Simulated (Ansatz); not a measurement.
# Geometry relaxation, with input and output: Be₄O₃ (charge +1) (part 1 of 2)

- system: Be₄O₃, charge +1, multiplicity 2
- method: UKS PBE0-D4/def2-SVP (Ansatz 0.2.0)

The geometry: GFN1-xTB start. Figures and captions count atoms from 1; the log counts them from 0 in places.

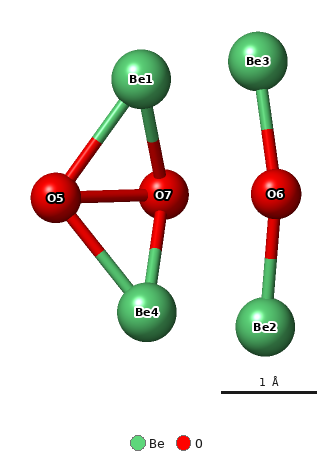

Figure 1. The structure as given in the input (ball-and-stick view, seen at a tilt; atoms are numbered from 1 in the order of the input). Sticks mark near contacts. Bond lengths as drawn: Be–O 1.42 to 1.54 Å and O–O 1.44 Å.

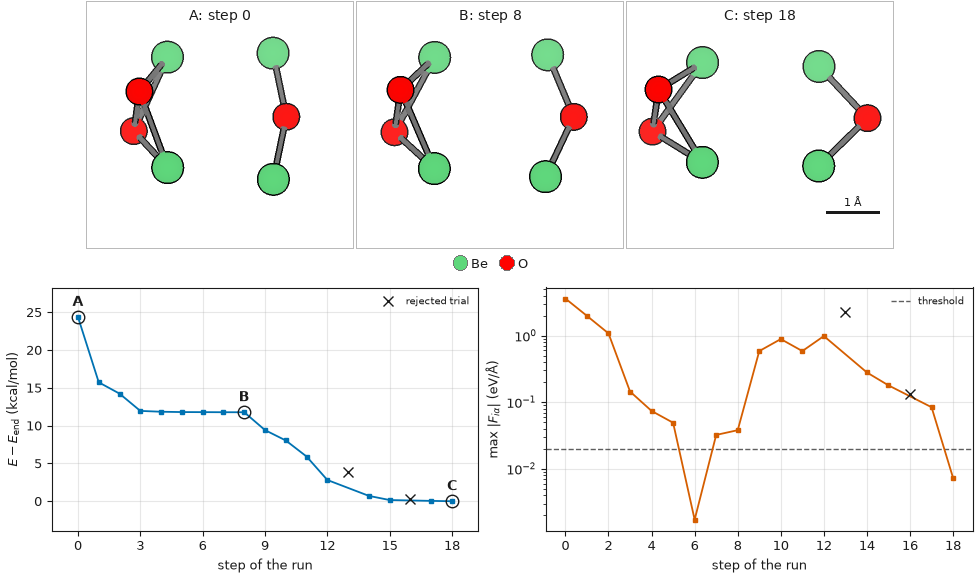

Figure 2. Frames of the relaxation (ball-and-stick view, seen at a tilt) above the curves, on which the letters mark them (the first geometry is step 0 here and step 1 in the log).

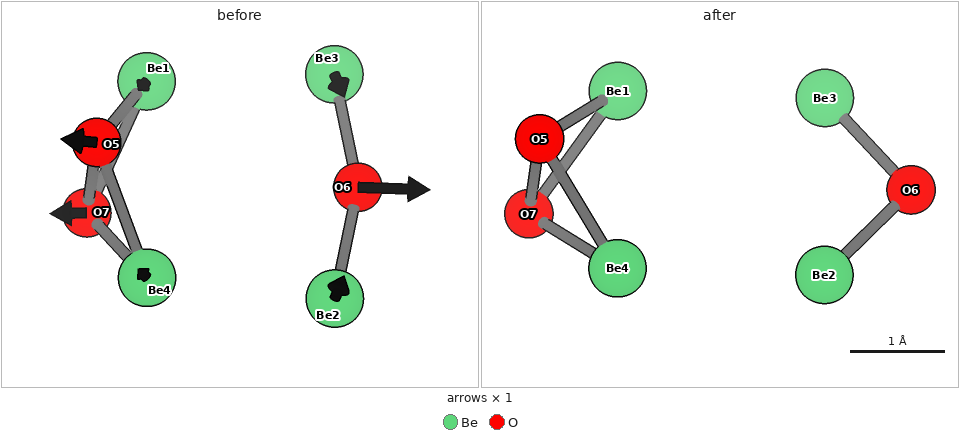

Figure 3. Before (left) and after (right) the relaxation, at one scale (ball-and-stick view, seen at a tilt). The black arrows give the displacements, at true length. The largest move after the best rigid fit is that of O6, 0.78 Å. By element the largest moves are O 0.78 Å, Be 0.31 Å. Among the contacts that change: O5–O7 1.439 → 1.535 Å, Be1–O5 1.539 → 1.616 Å, Be2–O6 1.419 → 1.440 Å. Among the angles that change: Be2–O6–Be3 159.8° → 100.2°, Be1–O7–Be4 105.7° → 86.5°. The energy falls by 24.4 kcal/mol in 18 geometry steps. Largest force component: 3.6 eV/Å at the start, 0.0073 eV/Å at the end. The line search rejected the trial steps at points 13, 16 (counted from 0) and went back. (Atoms are counted from 1 in the order of the input.)

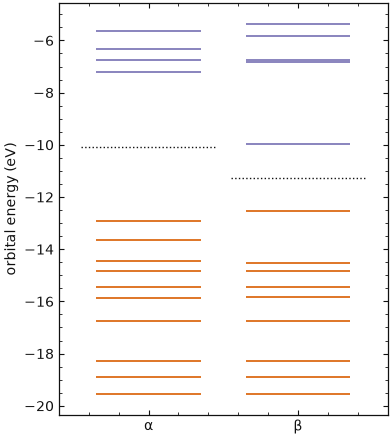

Figure 4. Orbital energies near the frontier for α and β spins; the dotted line parts filled from empty levels, and levels within 0.02 eV of each other stand side by side. α: highest filled −12.93 eV, lowest empty −7.22 eV, 5.71 eV apart; β: highest filled −12.54 eV, lowest empty −9.99 eV, 2.55 eV apart.

The input that produced these results follows, with the program's output.

Input file:
```yaml
crystal:
  periodic: [false, false, false]
  atoms:
    - {symbol: Be, position_ang: [-0.847170, -0.215510, 1.126570]}
    - {symbol: Be, position_ang: [1.396760, 0.115670, -1.273480]}
    - {symbol: Be, position_ang: [1.046040, -0.875530, 1.315690]}
    - {symbol: Be, position_ang: [-0.542500, 0.646160, -1.151640]}
    - {symbol: O, position_ang: [-1.450820, -0.247620, -0.288230]}
    - {symbol: O, position_ang: [1.458510, -0.453660, 0.024830]}
    - {symbol: O, position_ang: [-1.060810, 1.030490, 0.246250]}
basis:
  gaussian: {orbitals: def2-SVP}
total_charge: 1
magnetization: {spin_polarized: true, initial_magnetization: 1}
hamiltonian: {xc: pbe0, dispersion: d4}
scf: {lower_state_search: "off"}
output: {orbitals: {seedname: orbitals}}
relax: {f_tol: 0.02, max_steps: 100}
```

Run as:
```bash
ansatz run in.yaml --threads 4 --pin off --events-out ev --progress --plain --max-ram 4787MiB
```

Output:
```
Functional definition: PBE0
  name "PBE0"
  cite "Adamo & Barone, J. Chem. Phys. 110, 6158 (1999) doi:10.1063/1.478522"
  cite "Perdew, Burke & Ernzerhof, Phys. Rev. Lett. 77, 3865 (1996) doi:10.1103/PhysRevLett.77.3865"
  parent pbe
  parameter a = 0.25
  parameter kappa = 0.804
  parameter beta = 0.06672455060314922
  exchange = (1 - a)*pbe_x(kappa = kappa, mu = beta*pi^2/3) + a*exact_x
  correlation = pbe_c(beta = beta)
these checks for a lower state are left out or cut short: stability, starts, cluster_reference, orbital_swaps, neighbouring_geometries, increment
951 factors; integrals over basis functions are off by at most 1.8e-4 eV
mean field evaluation 1: about -7653.0772 eV, gradient 1.1e2 eV
mean field evaluation 2: about -7027.5808 eV, gradient 2.5e2 eV
mean field evaluation 4: about -7694.4049 eV, gradient 7.4e1 eV
mean field evaluation 8: about -7722.0252 eV, gradient 5.9e-1 eV
mean field evaluation 16: about -7722.2067 eV, gradient 8.8e-4 eV
mean field -7722.20669451 eV, -283.7858617236 hartree, gradient 2.1e-6 eV, S^2 0.753280; 0 other end points of the search recorded, 0 dependent functions left out
the calculation of the forces begins
reference -7722.20673691 eV, -283.7858632816 hartree; 20, 19 occupied and 58, 59 virtual orbitals, 951 factors
relax step   1: F+E_penalty+E_count = -7722.34226387 eV  Δ(F+E_penalty+E_count) = +0.000e0 eV  max|allowed force component| = 3.614e0 eV/Å  Δτ_max = 0.0000 Å  (22 SCF iters, accepted)
these checks for a lower state are left out or cut short: stability, starts, cluster_reference, orbital_swaps, neighbouring_geometries, increment
951 factors; integrals over basis functions are off by at most 1.7e-4 eV
mean field evaluation 32: about -7722.5858 eV, gradient 1.6e-6 eV
mean field -7722.58576404 eV, -283.7997922718 hartree, gradient 3.1e-6 eV, S^2 0.752868; 0 other end points of the search recorded, 0 dependent functions left out
[... from here on the field's lines of each further geometry are left out, up to the last ...]
relax step   2: F+E_penalty+E_count = -7722.71709242 eV  Δ(F+E_penalty+E_count) = -3.748e-1 eV  max|allowed force component| = 1.984e0 eV/Å  Δτ_max = 0.1196 Å  (25 SCF iters, accepted)
relax step   3: F+E_penalty+E_count = -7722.78197367 eV  Δ(F+E_penalty+E_count) = -6.488e-2 eV  max|allowed force component| = 1.082e0 eV/Å  Δτ_max = 0.2000 Å  (31 SCF iters, accepted)
relax step   4: F+E_penalty+E_count = -7722.88107488 eV  Δ(F+E_penalty+E_count) = -9.910e-2 eV  max|allowed force component| = 1.448e-1 eV/Å  Δτ_max = 0.0520 Å  (24 SCF iters, accepted)
relax step   5: F+E_penalty+E_count = -7722.88590437 eV  Δ(F+E_penalty+E_count) = -4.829e-3 eV  max|allowed force component| = 7.393e-2 eV/Å  Δτ_max = 0.0247 Å  (26 SCF iters, accepted)
relax step   6: F+E_penalty+E_count = -7722.88779248 eV  Δ(F+E_penalty+E_count) = -1.888e-3 eV  max|allowed force component| = 4.915e-2 eV/Å  Δτ_max = 0.0362 Å  (27 SCF iters, accepted)
relax step   7: F+E_penalty+E_count = -7722.88816274 eV  Δ(F+E_penalty+E_count) = -3.703e-4 eV  max|allowed force component| = 1.717e-3 eV/Å  Δτ_max = 0.0055 Å  (27 SCF iters, accepted)
relax step   8: F+E_penalty+E_count = -7722.88869771 eV  Δ(F+E_penalty+E_count) = -5.350e-4 eV  max|allowed force component| = 3.223e-2 eV/Å  Δτ_max = 0.0233 Å  (30 SCF iters, accepted)
relax step   9: F+E_penalty+E_count = -7722.88886031 eV  Δ(F+E_penalty+E_count) = -1.626e-4 eV  max|allowed force component| = 3.800e-2 eV/Å  Δτ_max = 0.0048 Å  (19 SCF iters, accepted)
relax step  10: F+E_penalty+E_count = -7722.99121465 eV  Δ(F+E_penalty+E_count) = -1.024e-1 eV  max|allowed force component| = 5.870e-1 eV/Å  Δτ_max = 0.1920 Å  (48 SCF iters, accepted)
relax step  11: F+E_penalty+E_count = -7723.05076791 eV  Δ(F+E_penalty+E_count) = -5.955e-2 eV  max|allowed force component| = 8.895e-1 eV/Å  Δτ_max = 0.1944 Å  (29 SCF iters, accepted)
relax step  12: F+E_penalty+E_count = -7723.14280741 eV  Δ(F+E_penalty+E_count) = -9.204e-2 eV  max|allowed force component| = 5.873e-1 eV/Å  Δτ_max = 0.1135 Å  (28 SCF iters, accepted)
relax step  13: F+E_penalty+E_count = -7723.27750024 eV  Δ(F+E_penalty+E_count) = -1.347e-1 eV  max|allowed force component| = 9.867e-1 eV/Å  Δτ_max = 0.1958 Å  (30 SCF iters, accepted)
relax step  14: F+E_penalty+E_count = -7723.23219710 eV  Δ(F+E_penalty+E_count) = +4.530e-2 eV  max|allowed force component| = 2.247e0 eV/Å  Δτ_max = 0.1997 Å  (28 SCF iters, rejected (line search))
relax step  15: F+E_penalty+E_count = -7723.36868251 eV  Δ(F+E_penalty+E_count) = -9.118e-2 eV  max|allowed force component| = 2.797e-1 eV/Å  Δτ_max = 0.0999 Å  (29 SCF iters, accepted)
relax step  16: F+E_penalty+E_count = -7723.39251227 eV  Δ(F+E_penalty+E_count) = -2.383e-2 eV  max|allowed force component| = 1.791e-1 eV/Å  Δτ_max = 0.0998 Å  (24 SCF iters, accepted)
relax step  17: F+E_penalty+E_count = -7723.38738464 eV  Δ(F+E_penalty+E_count) = +5.128e-3 eV  max|allowed force component| = 1.306e-1 eV/Å  Δτ_max = 0.0596 Å  (24 SCF iters, rejected (line search))
the calculation of the forces begins
reference -7723.28045478 eV, -283.8253216857 hartree; 20, 19 occupied and 58, 59 virtual orbitals, 951 factors
relax step  18: F+E_penalty+E_count = -7723.39734581 eV  Δ(F+E_penalty+E_count) = -4.834e-3 eV  max|allowed force component| = 8.407e-2 eV/Å  Δτ_max = 0.0298 Å  (25 SCF iters, accepted)
these checks for a lower state are left out or cut short: stability, starts, cluster_reference, orbital_swaps, neighbouring_geometries, increment
951 factors; integrals over basis functions are off by at most 1.5e-4 eV
mean field -7723.28230174 eV, -283.8253895603 hartree, gradient 2.7e-6 eV, S^2 0.765724; 0 other end points of the search recorded, 0 dependent functions left out
the calculation of the forces begins
reference -7723.28234771 eV, -283.8253912495 hartree; 20, 19 occupied and 58, 59 virtual orbitals, 951 factors
relax step  19: F+E_penalty+E_count = -7723.39935600 eV  Δ(F+E_penalty+E_count) = -2.010e-3 eV  max|allowed force component| = 7.259e-3 eV/Å  Δτ_max = 0.0376 Å  (25 SCF iters, accepted)
Total energy: -7723.39940197 eV, -283.8296929141 hartree
Atom 0 at    -0.929911    -0.134973     1.002871 Å, force    -0.005254     0.003090    -0.004683 eV/Å
Atom 1 at     1.464042    -0.035641    -0.986284 Å, force     0.003016    -0.002455     0.002905 eV/Å
Atom 2 at     1.176345    -0.808277     1.063453 Å, force    -0.002597     0.002909    -0.004856 eV/Å
Atom 3 at    -0.640733     0.638534    -1.051564 Å, force    -0.002068    -0.001967     0.007259 eV/Å
Atom 4 at    -1.844276    -0.160453    -0.328846 Å, force     0.002870    -0.004258    -0.000036 eV/Å
Atom 5 at     2.200550    -0.700778     0.057378 Å, force    -0.001188     0.001594    -0.002130 eV/Å
Atom 6 at    -1.426008     1.201588     0.242982 Å, force     0.005222     0.001086     0.001541 eV/Å
Dipole moment:     0.240050    -0.076798     0.008047 e Å
Checks for a lower state left out: stability, starts, cluster_reference, orbital_swaps, neighbouring_geometries, increment
```

Trajectory as extended XYZ (Å, eV, eV/Å), 19 frames, from step=1 to step=19:
```
7
Properties=species:S:1:pos:R:3:forces:R:3 step=1 energy=-7722.34226
Be   -0.8472   -0.2155    1.1266    0.2114  -0.6672   1.4693
Be    1.3968    0.1157   -1.2735    0.4419   0.1528  -0.6871
Be    1.0460   -0.8755    1.3157    0.2620  -0.3684   0.6881
Be   -0.5425    0.6462   -1.1516    0.6051   0.4306  -1.4540
O    -1.4508   -0.2476   -0.2882   -2.2509  -2.8474  -1.3862
O     1.4585   -0.4537    0.0248    0.9968  -0.3145   0.0275
O    -1.0608    1.0305    0.2462   -0.2662   3.6142   1.3425
7
Properties=species:S:1:pos:R:3:forces:R:3 step=2 energy=-7722.71709
Be   -0.8698   -0.2041    1.1118    0.4104  -0.4893   0.8896
Be    1.4706    0.0919   -1.2777   -0.2335   0.1865  -0.2772
Be    1.1199   -0.8982    1.3221   -0.3020  -0.0176   0.2615
Be   -0.5676    0.6506   -1.1372    0.6495   0.1735  -0.8700
O    -1.5624   -0.2318   -0.2986   -1.1426  -1.6329  -0.7776
O     1.5726   -0.4893    0.0267    0.6489  -0.2045   0.0173
O    -1.1633    1.0808    0.2529   -0.0307   1.9843   0.7563
```
